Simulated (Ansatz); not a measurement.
Input

```
crystal:
  lattice:
    - [-0.0008873609, 0.01079012, -5.9118913756]
    - [0.0001421029, -6.4702810918, 0.0116516572]
    - [-9.3422955903, 3.2353445753, -0.0072198559]
  atoms:
    - { symbol: Sn, position: [0.0012727611, 0.8031376134, 0.5998830557] }
    - { symbol: Sn, position: [0.0029240852, 0.4037263921, 0.8029902847] }
    - { symbol: Sn, position: [0.0019434078, 0.6021570791, 0.1972068353] }
    - { symbol: Sn, position: [0.0054542149, 0.1936840911, 0.4001805641] }
    - { symbol: Sn, position: [0.0047406674, -0.0026234105, -0.0002723593] }
    - { symbol: Se, position: [0.7306511404, 0.4652873161, 0.6009310643] }
    - { symbol: Se, position: [0.7282669687, 0.0661275342, 0.8001171715] }
    - { symbol: Se, position: [0.731495685, 0.2645094945, 0.1996898587] }
    - { symbol: S, position: [0.7566867378, 0.8655641038, 0.397553713] }
    - { symbol: S, position: [0.7549080821, 0.6678750403, 0.0019782407] }
    - { symbol: Se, position: [0.2764145367, 0.5351466945, 0.3997507171] }
    - { symbol: S, position: [0.2506699529, 0.1345263666, 0.6020140276] }
    - { symbol: S, position: [0.2509333815, 0.3334424694, 0.9979484257] }
    - { symbol: S, position: [0.2531064899, 0.932263262, 0.1982009673] }
    - { symbol: S, position: [0.2505318886, 0.7351759534, 0.8018274337] }
basis:
  ecutwfc: 420
kpoints:
  mp_grid: { grid: [6, 6, 4] }
  band_path:
    path: [[0.0, 0.0, 0.0], [0.0, 0.0, 0.5], [0.333333, -0.114583, -0.442708]]
    npoints: 1
hamiltonian:
  xc: pbe
  dispersion: d3bj
scf:
  occupations: { method: gaussian, width: 0.02 }
  n_extra_bands: 10
output:
  forces: true
  stress: true
  eigenvalues: true
  write_density: true
  write_potential: true
  elf: true
  volumetric_format: npy
```

Run with:

```sh
ansatz run input.yaml --threads 4 --pin off --max-ram 10240MiB --backend cpu --events-out ev --progress --plain --runs-dir out
```

Below, planes, directions and counts refer to the conventional cell (a = 5.91 Å, b = 6.47 Å, c = 9.89 Å, α = 70.90°, β = 89.95°, γ = 89.79°).

Space group P1; a generated structure, not necessarily the stable one.

Method: DFT PBE+D3(BJ), scalar-relativistic, plane waves, PAW in Ansatz 0.2.0.

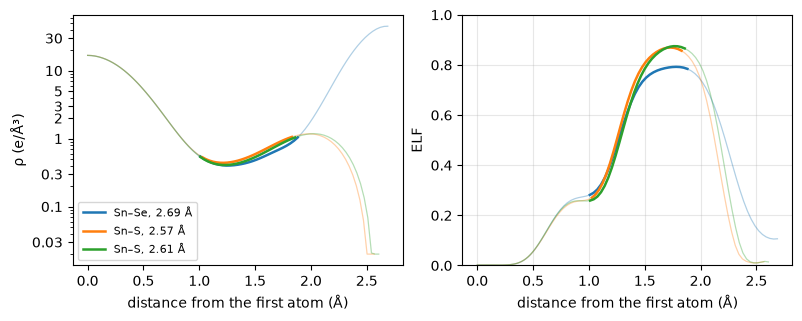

Sn5Se4S6. Valence electron density and ELF along straight lines between neighbouring atoms. Thin, pale parts lie inside the atomic spheres.

In a PAW calculation such maps are meaningful between the atoms, not at the nuclei.

Q: Compare the contacts.

A: Sn–Se (2.69 Å): the density is about 0.41 e/Å³ at the midpoint; the ELF is about 0.60 at the midpoint.
Sn–S (2.57 Å): the density is about 0.45 e/Å³ at the midpoint; the ELF peaks at about 0.85 in the valence shell of S, 0.8 Å from its nucleus, and is about 0.55 at the midpoint.
Sn–S (2.61 Å): ρ is about 0.42 e/Å³ halfway; the ELF peaks at about 0.85 in the valence shell of S, 0.8 Å from its nucleus, and is about 0.55 at the midpoint.
